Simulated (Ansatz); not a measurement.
# Computed energy against volume: SnO (litharge type, space group P4/nmm)

SnO (litharge type, space group P4/nmm)

```cif
data_O2Sn2
_chemical_formula_sum 'Sn2 O2'
_space_group_name_H-M_alt 'P4/nmm :1'
_space_group_IT_number 129
_space_group_name_Hall 'P 4ab 2ab -1ab'
_cell_length_a 3.79339
_cell_length_b 3.79339
_cell_length_c 4.76431
_cell_angle_alpha 90.000
_cell_angle_beta 90.000
_cell_angle_gamma 90.000
loop_
_space_group_symop_operation_xyz
  'x, y, z'
  '-y+1/2, x+1/2, z'
  '-x, -y, z'
  'y+1/2, -x+1/2, z'
  'x+1/2, -y+1/2, -z'
  '-y, -x, -z'
  '-x+1/2, y+1/2, -z'
  'y, x, -z'
  '-x+1/2, -y+1/2, -z'
  'y, -x, -z'
  'x+1/2, y+1/2, -z'
  '-y, x, -z'
  '-x, y, z'
  'y+1/2, x+1/2, z'
  'x, -y, z'
  '-y+1/2, -x+1/2, z'
loop_
_atom_site_label
_atom_site_type_symbol
_atom_site_symmetry_multiplicity
_atom_site_Wyckoff_symbol
_atom_site_fract_x
_atom_site_fract_y
_atom_site_fract_z
_atom_site_occupancy
Sn1 Sn 2 c 0.50000 0.00000 0.24059 1
O1 O 2 a 0.00000 0.00000 0.00000 1
```

This relaxed cell (volume V₀) is scaled evenly in all directions, its shape held. The atoms relax within the cell's symmetry.

Calculation: r2SCAN+rVV10 (plane waves to 500 eV, PAW, scalar-relativistic; Ansatz, a quantum-chemistry and plane-wave program). k mesh 9×9×7 (Γ-centred), Fermi-Dirac smearing 0.05 eV. The energy includes the smearing's −TS. Stress and pressure are positive under compression. With the shape held, the modulus is that of even scaling; a crystal free to change shape is softer. At this level the bands of SnO touch or barely overlap; measurements give the solid a gap. SnO was relaxed with its symmetry unable to fall. ΔE is measured from the relaxed starting cell.

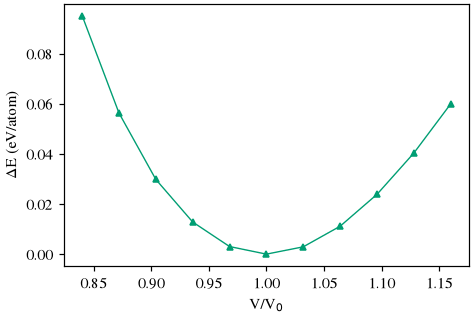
*ΔE (eV/atom) against V/V₀; markers are the computed points, lines only join them.*

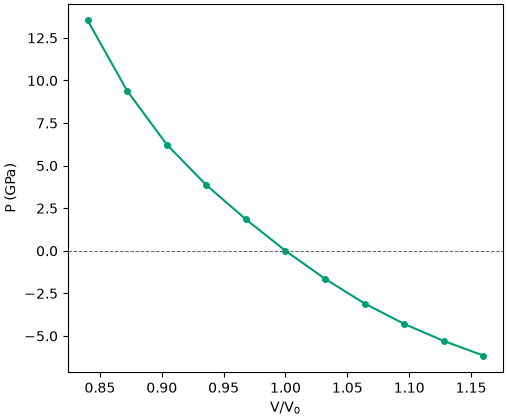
Figure: P (GPa) against V/V₀; computed points joined by lines.

The pressure derivative B₀′ (fit) is 3.7 and the equilibrium volume of the fit is 17.11 Å³/atom. The pressure at the smallest volume is 13.5 GPa, the energy cost of the largest expansion comes out as 60 meV/atom and the pressure for 5 % compression (fit) is 3.1 GPa.

P = (3B₀/2)(x⁷ − x⁵)[1 + ¾(B₀′ − 4)(x² − 1)] with x = (1/0.95)^(1/3), B₀ = 54.1 GPa and B₀′ = 3.71.

(A scan under strain: stresses follow from slopes of the energy per volume, elastic moduli from its curvatures.)
